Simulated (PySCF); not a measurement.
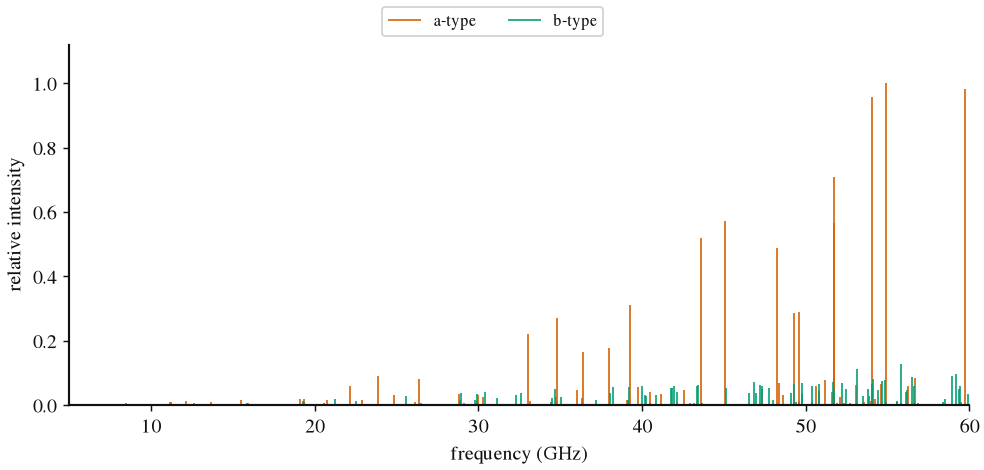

GeH₄O₂ (Ge(OH)2H2), SMILES [H][Ge]([H])([OH])[OH], singlet. Simulated rotational absorption lines between 5 and 60 GHz at 40 K: rigid rotor with the equilibrium constants and dipole of one optimised conformer (PBE0-D3(BJ)/def2-SVP, PySCF), commonest isotopes; no centrifugal distortion, hyperfine structure, internal rotation or nuclear-spin weights; lines within 1 MHz of each other are summed. Lines of different type are drawn apart.

**What are the rotational constants, and what kind of rotor is it?**

Rotational constants A, B, C = 13.85, 7.126, 5.013 GHz; Ray's κ = −0.52, an asymmetric top on the prolate side.

**Assign the strongest lines, as J(Ka,Kc).**

```csv
GHz,upper,lower,type,relative intensity
54.93,"5(0,5)","4(0,4)",a,1.00
59.76,"5(2,4)","4(2,3)",a,0.98
54.03,"5(1,5)","4(1,4)",a,0.96
51.75,"4(1,3)","3(1,2)",a,0.71
45.06,"4(0,4)","3(0,3)",a,0.57
51.72,"4(2,2)","3(2,1)",a,0.57
```

Known limits of this run: coarse grid, loose stop and no frequency check, small forces are noise and the end may be a saddle.
